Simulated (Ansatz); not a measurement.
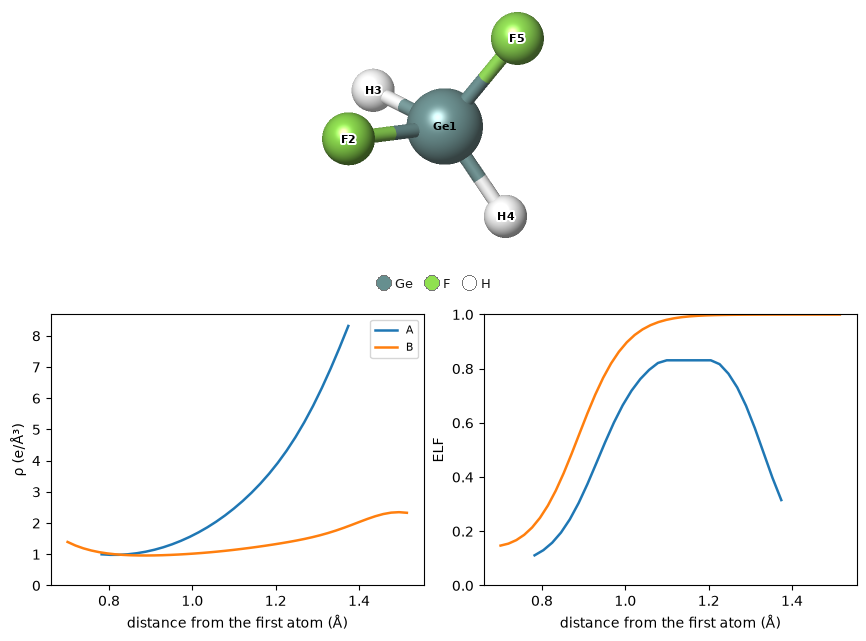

Figure 1: F$_{2}$GeH$_{2}$. Electron density and ELF along straight lines between neighbouring atoms. The curves leave out the atomic cores. The structure is drawn too.

Not at a stationary point (largest force 2.0 eV/Å).

All numbers below come from Ansatz, RKS BHLYP-D4/def2-SVP.

The calculation's input:

```
crystal:
  periodic: [false, false, false]
  atoms:
    - { symbol: Ge, position_ang: [0.0, 0.0, 0.0] }
    - { symbol: F, position_ang: [1.0779, 0.0, 1.5402] }
    - { symbol: H, position_ang: [1.6981, 0.0, 0.4233] }
    - { symbol: H, position_ang: [-0.73, 1.2648, -0.5162] }
    - { symbol: F, position_ang: [-0.7913, -1.3709, -0.5594] }
basis:
  gaussian: { orbitals: def2-SVP }
hamiltonian:
  xc: { name: BHLYP }
  dispersion: d4
relax:
  f_tol: 0.15
  max_steps: 25
  restrain:
    - { distance: [1, 2], at: 2.12, k: 30.0 }
    - { distance: [0, 1], at: 1.68, k: 30.0 }
    - { distance: [0, 2], at: 1.55, k: 30.0 }
output:
  orbitals: {}
```

Command:

```sh
ansatz run input.yaml --threads 1 --pin off --max-ram 2048MiB --backend cpu --events-out ev --progress --plain --runs-dir out
```

The fields are those of the run's last geometry, not of the input's.

Q: Which curve belongs to which contact (Ge–F and Ge–H)? The first atom named is at distance zero.

A: Curve A: Ge–F (1.69 Å): ρ at the midpoint is about 1 e/Å³; the ELF peaks at about 0.85 in the valence shell of F, 0.6 Å from its nucleus, and is about 0.20 at the midpoint. Curve B: Ge–H (1.51 Å): ρ is about 1.1 e/Å³ halfway; the ELF climbs to about 1 towards the hydrogen.
